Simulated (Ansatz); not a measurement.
Cl3FGe···HBr

```xyz
7

Ge    0.3385    0.0017   -0.4656
F    -0.3259    0.0000    1.1419
Cl    2.4605   -0.0031   -0.2557
Cl   -0.3648    1.7650   -1.4353
Cl   -0.3604   -1.7637   -1.4345
Br   -3.3954   -0.0001    2.8493
H    -2.0983    0.0002    2.2404
```

Level of theory: RKS B3LYP/def2-SVP in Ansatz.

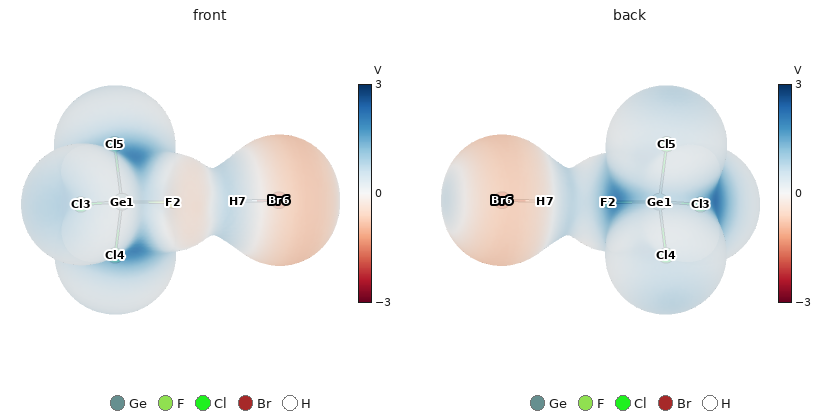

Figure 1. The molecular electrostatic potential painted on the density surface at 0.002 e/bohr³, seen from the front and from behind; the colour scale runs from red (negative) to blue (positive).

**Describe the electrostatic potential map.**

The most negative region (about −0.7 V, or −16 kcal/mol for a unit charge) lies over Br6, the most positive (about +2.0 V, or +46 kcal/mol for a unit charge) over Ge1. Cl3 shows a σ-hole: about +0.7 V, or +16 kcal/mol for a unit charge at the tip opposite its bond, against about +0.2 V on its flanks. Cl4 shows a σ-hole: about +0.7 V, or +16 kcal/mol for a unit charge at the tip opposite its bond, against about +0.2 V on its flanks. Cl5 shows a σ-hole: about +0.7 V, or +16 kcal/mol for a unit charge at the tip opposite its bond, against about +0.2 V on its flanks. Br6 shows a σ-hole: about +0.5 V, or +12 kcal/mol for a unit charge at the tip opposite its bond, against about −0.7 V, or −16 kcal/mol for a unit charge on its flanks.

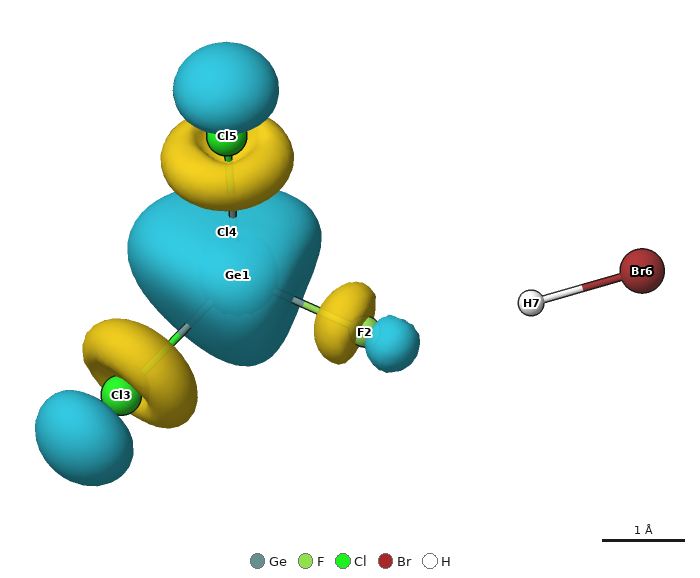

Figure 2. The LUMO at ±0.15 Å⁻³ᐟ² (yellow and cyan are the two phases), seen from one side.

**Describe this orbital and give its energy.**

By Hirshfeld shares it lies mainly on Ge1 (about 35 %), Cl4 (about 20 %), Cl5 (about 20 %), Cl3 (about 20 %) and F2 (about 5 %). Its energy is −2.78 eV.

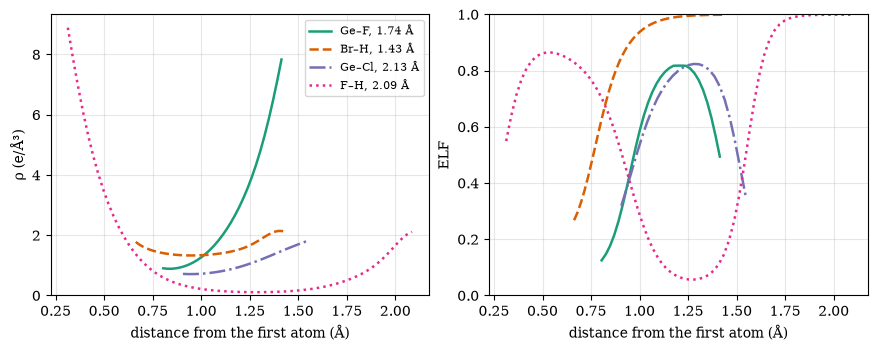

Figure 3. Total electron density and ELF along straight lines between neighbouring atoms. The curves leave out the atomic cores.

**Compare the contacts.**

Ge–F (1.74 Å): ρ is about 0.9 e/Å³ halfway; the ELF peaks at about 0.80 in the valence shell of F, 0.5 Å from its nucleus, and is about 0.20 at the midpoint.
Br–H (1.43 Å): ρ at the midpoint is about 1.6 e/Å³; the ELF climbs to about 1 towards the hydrogen, as it does in any bond to H.
Ge–Cl (2.13 Å): ρ is about 0.77 e/Å³ halfway; the ELF peaks at about 0.80 in the valence shell of Cl, 0.9 Å from its nucleus, and is about 0.65 at the midpoint.
F2···H7 (2.09 Å): the density falls to about 0.11 e/Å³ on the way; the ELF dips to about 0.05 between them.
